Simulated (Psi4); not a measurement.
# CH2NP (SMILES NC#P): levels of theory compared

We compute a comparison of 5 runs (B3LYP/3-21G, BP86/6-31G*, B3LYP/6-31G*, SCS-MP2/heavy-aug-cc-pVTZ, EOM-CCSD/6-311G) of CH2NP. 

Program for the calculation: Psi4 1.11.

2 further runs of the same task are left out: 2 set aside as unsound or not needed.

**1. The molecule**

The species is CH2NP (5 atoms), meant as a singlet with charge 0. SMILES: `NC#P`. The shape is that of a GFN2-xTB optimisation.

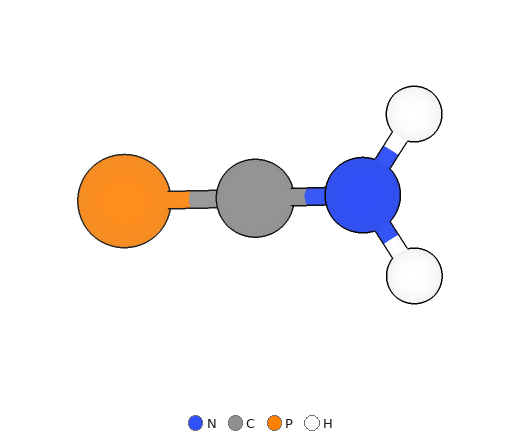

Viewed from a chosen angle; nitrogen blue, carbon grey, phosphorus orange, hydrogen white.

**2. Energy and gradient at B3LYP/3-21G (run 1)**

ch2np.xyz

```xyz
5
CH2NP
N     -0.249690     0.478770    -0.377010
C      0.394120    -0.479830     0.270960
P      1.223400    -1.594860     0.975620
H     -1.046290     0.213630    -0.939020
H     -0.321530     1.382290     0.069440
```

run.py

```python
import psi4

psi4.set_memory(1600000000)
psi4.set_num_threads(1)
psi4.core.set_output_file('output.dat', False)

with open('ch2np.xyz') as f:
    atoms = ''.join(f.readlines()[2:])
geom = psi4.geometry('0 1\n' + atoms + 'symmetry c1\nno_reorient\nno_com')

psi4.set_options({
    'puream': True,
    'e_convergence': 1e-09,
    'd_convergence': 1e-08,
    'scf_type': 'pk',
    'dft_radial_points': 99,
    'dft_spherical_points': 590,
})

result = psi4.gradient("b3lyp/3-21G", molecule=geom)
print('gradient / Eh bohr^-1')
print(result.np.round(6))
```

Started as:

```console
$ python run.py
```

output.dat:

```text
[...]
  Running in c1 symmetry.
[...]
  Nuclear repulsion =   82.017479554530979
[...]
  Multiplicity = 1
[...]
  Nalpha       = 15
  Nbeta        = 15
[...]
    Number of basis functions: 35
[...]
   @RKS iter   1:  -432.99579392424863   -1.76628e-01   1.46824e-02 DIIS/ADIIS
[...]
   @RKS iter  11:  -433.11823315525515   -2.27374e-13   4.20266e-10 DIIS
[...]
    Orbital Energies [Eh]
    ---------------------
    Doubly Occupied:
       1A    -76.496542     2A    -14.302177     3A    -10.179756
       4A     -6.479978     5A     -4.643182     6A     -4.642450
       7A     -4.638279     8A     -0.951516     9A     -0.700954
      10A     -0.579875    11A     -0.555646    12A     -0.371181
      13A     -0.334313    14A     -0.265217    15A     -0.212594
[...]
  @RKS Final Energy:  -433.11823315525515
   => Energetics <=
    Nuclear Repulsion Energy =             82.0174795545309792
    One-Electron Energy =                -758.6960736798131393
    Two-Electron Energy =                 272.7753792762209173
    DFT Exchange-Correlation Energy =     -29.2150183061938726
    Empirical Dispersion Energy =           0.0000000000000000
    VV10 Nonlocal Energy =                  0.0000000000000000
    Total Energy =                       -433.1182331552551545
[...]
 Multipole Moments:
 ------------------------------------------------------------------------------------
     Multipole            Electronic (a.u.)      Nuclear  (a.u.)        Total (a.u.)
 ------------------------------------------------------------------------------------
 L = 1.  Multiply by 2.5417464519 to convert [e a0] to [Debye]
 Dipole X            :        -34.2739309           33.2593121           -1.0146188
 Dipole Y            :         42.2926978          -41.2991519            0.9935459
 Dipole Z            :        -24.5195575           24.0966726           -0.4228848
 Magnitude           :                                                    1.4816938
[...]
  -Total Gradient:
     Atom            X                  Y                   Z
    ------   -----------------  -----------------  -----------------
       1        0.005733833009     0.004833758262    -0.009469662666
       2        0.009258055527    -0.022121893894     0.018643953557
       3       -0.019018275069     0.028081999293    -0.018851376216
       4        0.005055116725    -0.000538529698     0.009057914069
       5       -0.001030250245    -0.010253347647     0.000617836248
[...]
```

On the terminal:

```text
gradient / Eh bohr^-1
[[ 0.005734  0.004834 -0.00947 ]
 [ 0.009258 -0.022122  0.018644]
 [-0.019018  0.028082 -0.018851]
 [ 0.005055 -0.000539  0.009058]
 [-0.00103  -0.010253  0.000618]]
```

Wall time 9.3 s (1 thread of Intel Xeon Platinum 8259CL at 2.50GHz (Skylake/Cascade Lake), shared host); peak memory 0.45 GiB.

**3. A single-point energy at BP86/6-31G(d) (spherical functions) (run 2)**

ch2np.py

```python
import psi4

psi4.set_memory(1600000000)
psi4.set_num_threads(1)
psi4.set_output_file('run.log', False)

mol = psi4.geometry("""
0 1
N     -0.249690     0.478770    -0.377010
C      0.394120    -0.479830     0.270960
P      1.223400    -1.594860     0.975620
H     -1.046290     0.213630    -0.939020
H     -0.321530     1.382290     0.069440
symmetry c1
""")

psi4.set_options({
    'basis': '6-31G*',
    'puream': True,
    'e_convergence': 1e-09,
    'd_convergence': 1e-08,
    'scf_type': 'pk',
    'dft_radial_points': 99,
    'dft_spherical_points': 590,
})

e = psi4.energy("bp86", molecule=mol)
print(f'bp86 energy: {e:.10f} Eh')
```

Started as:

```console
$ python ch2np.py
```

run.log:

```text
[...]
  Running in c1 symmetry.
[...]
  Nuclear repulsion =   82.017479554530979
[...]
  Multiplicity = 1
[...]
  Nalpha       = 15
  Nbeta        = 15
[...]
    Number of basis functions: 50
[...]
   @RKS iter   1:  -434.99910758765998    9.98886e-02   1.70040e-02 ADIIS/DIIS
[...]
   @RKS iter  13:  -435.37538642712053   -7.95808e-13   1.76078e-09 DIIS
[...]
    Orbital Energies [Eh]
    ---------------------
    Doubly Occupied:
       1A    -76.324982     2A    -14.065720     3A     -9.958032
       4A     -6.284598     5A     -4.502522     6A     -4.500425
       7A     -4.498438     8A     -0.871462     9A     -0.622803
      10A     -0.520022    11A     -0.506977    12A     -0.328394
      13A     -0.304036    14A     -0.231846    15A     -0.187180
[...]
  @RKS Final Energy:  -435.37538642712053
   => Energetics <=
    Nuclear Repulsion Energy =             82.0174795545309792
    One-Electron Energy =                -761.4800765258673891
    Two-Electron Energy =                 280.4120014213771697
    DFT Exchange-Correlation Energy =     -36.3247908771612700
    Empirical Dispersion Energy =           0.0000000000000000
    VV10 Nonlocal Energy =                  0.0000000000000000
    Total Energy =                       -435.3753864271205316
[...]
 Multipole Moments:
 ------------------------------------------------------------------------------------
     Multipole            Electronic (a.u.)      Nuclear  (a.u.)        Total (a.u.)
 ------------------------------------------------------------------------------------
 L = 1.  Multiply by 2.5417464519 to convert [e a0] to [Debye]
 Dipole X            :          2.0592717           -3.0163167           -0.9570451
 Dipole Y            :         -2.7534048            3.7180455            0.9646408
 Dipole Z            :          1.7216839           -2.1525239           -0.4308400
 Magnitude           :                                                    1.4255140
[...]
```

On the terminal:

```text
bp86 energy: -435.3753864271 Eh
```

Run time: 9.9 s. Hardware: 1 thread of Intel Xeon Platinum 8259CL at 2.50GHz (Skylake/Cascade Lake), shared host; peak memory 0.59 GiB.

Runs 3 to 4 aren't shown in full; the table further down has their settings and results.

**4. The vertical excitations at EOM-CCSD/6-311G (DKH3) (run 5)**

calc.dat

```
memory 1600 MB

molecule molecule1 {
  N     -0.249690     0.478770    -0.377010
  C      0.394120    -0.479830     0.270960
  P      1.223400    -1.594860     0.975620
  H     -1.046290     0.213630    -0.939020
  H     -0.321530     1.382290     0.069440
  symmetry c1
}

set basis 6-311G
set scf_type pk
set roots_per_irrep [2]
set relativistic dkh
set dkh_order 3

e = properties("eom-ccsd", properties=['oscillator_strength'])
print_variables()
```

Started as:

```console
$ psi4 -i calc.dat -o calc.out -n 1
```

calc.out:

```text
[...]
  Running in c1 symmetry.
[...]
  Nuclear repulsion =   82.017479554530979
[...]
  Multiplicity = 1
[...]
  Nalpha       = 15
  Nbeta        = 15
[...]
    Number of basis functions: 53
[...]
   @RHF iter   1:  -434.84125615301446   -5.87114e-01   6.98940e-03 ADIIS/DIIS
[...]
   @RHF iter  16:  -434.89902690750529    1.70530e-13   4.01433e-11 DIIS
[...]
    Orbital Energies [Eh]
    ---------------------
    Doubly Occupied:
       1A    -80.107593     2A    -15.622784     3A    -11.327496
       4A     -7.517190     5A     -5.374630     6A     -5.371611
       7A     -5.370843     8A     -1.262257     9A     -0.956704
      10A     -0.769938    11A     -0.732602    12A     -0.536103
      13A     -0.480751    14A     -0.370959    15A     -0.317468
[...]
  @RHF Final Energy:  -434.89902690750529
   => Energetics <=
    Nuclear Repulsion Energy =             82.0174795545309792
    One-Electron Energy =                -761.5951562647562696
    Two-Electron Energy =                 244.6786498027200309
    Total Energy =                       -434.8990269075052879
[...]
 Multipole Moments:
 ------------------------------------------------------------------------------------
     Multipole            Electronic (a.u.)      Nuclear  (a.u.)        Total (a.u.)
 ------------------------------------------------------------------------------------
 L = 1.  Multiply by 2.5417464519 to convert [e a0] to [Debye]
 Dipole X            :          2.0750863           -3.0163167           -0.9412304
 Dipole Y            :         -2.8525998            3.7180455            0.8654457
 Dipole Z            :          1.8268362           -2.1525239           -0.3256877
 Magnitude           :                                                    1.3194633
[...]
      * MP2 total energy                      = -435.339683997894952
[...]
      * CCSD total energy                     = -435.351553623710515
[...]
                     Excitation Energy              Total Energy
[...]
	                   Ground State -> Excited State Transitions
[...]
	                   Ground State -> Excited State Transitions
	                   Excitation Energy          OS       RS        RS     Einstein A
[...]
	                   Excited State -> Excited State Transitions
	                        Excitation Energy          OS       RS        RS     Einstein A
[...]
```

It took 34 s on 1 thread of Intel Xeon Platinum 8259CL at 2.50GHz (Skylake/Cascade Lake), shared host; peak memory 0.52 GiB.

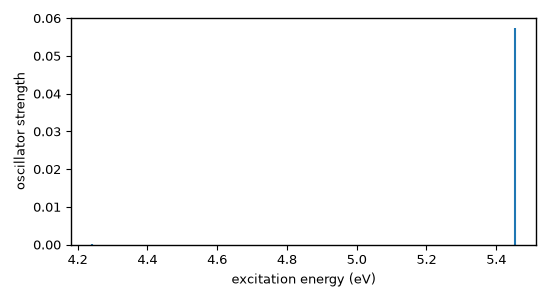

Vertical excitations as sticks.

The roots found:

| excited state | energy (eV) | strength |
| --- | --- | --- |
| 1 | 4.241 | 0.0001 |
| 2 | 5.455 | 0.0573 |

**5. All runs side by side**

| run | level | task | Cartesian functions | energy (Eh) | dipole moment (D) | HOMO energy (eV) | LUMO energy (eV) | wall time |
| --- | --- | --- | --- | --- | --- | --- | --- | --- |
| 1 | B3LYP/3-21G | gradient | no | -433.118233 | 3.77 | -5.78 | -0.73 | 9.3 s |
| 2 | BP86/6-31G* (spherical functions) | energy | no | -435.375386 | 3.62 | -5.09 | -1.67 | 9.9 s |
| 3 | B3LYP/6-31G* (Cartesian functions) | energy | yes | -435.359243 | 3.47 | -5.82 | -0.88 | 12 s |
| 4 | SCS-MP2/heavy-aug-cc-pVTZ (density fitting with def2-universal-jkfit) | energy | no | -434.722940 | – | -8.57 | 1.11 | 46 s |
| 5 | EOM-CCSD/6-311G (DKH3) | excited | no | -435.351554 | – | -8.64 | 2.27 | 34 s |

**6. Outcome**

| quantity | value |
| --- | --- |
| run 5: ground-state or mean-field energy | -435.35155 Eh |
| run 5: HOMO energy (Hartree–Fock orbitals) | -8.64 eV |
| run 5: LUMO energy (Hartree–Fock orbitals) | 2.27 eV |
| run 5: HOMO–LUMO gap (Hartree–Fock orbitals) | 10.91 eV |
| run 5: T1 diagnostic | 0.014 |
| run 5: lowest excitation energy | 4.24 eV |

Over runs 1, 2, 3 the dipole moment (its size) runs from 3.47 D (B3LYP/6-31G*) to 3.77 D (B3LYP/3-21G). Over runs 1, 2, 3 the HOMO–LUMO gap runs from 3.42 eV (BP86/6-31G*) to 5.05 eV (B3LYP/3-21G). The two ends differ in method and basis. Totals of different functionals can't be ranked against each other. Some runs of one species differ in core potentials or relativity; totals across that change don't compare. All runs together took 1.9 min, the longest 46 s.
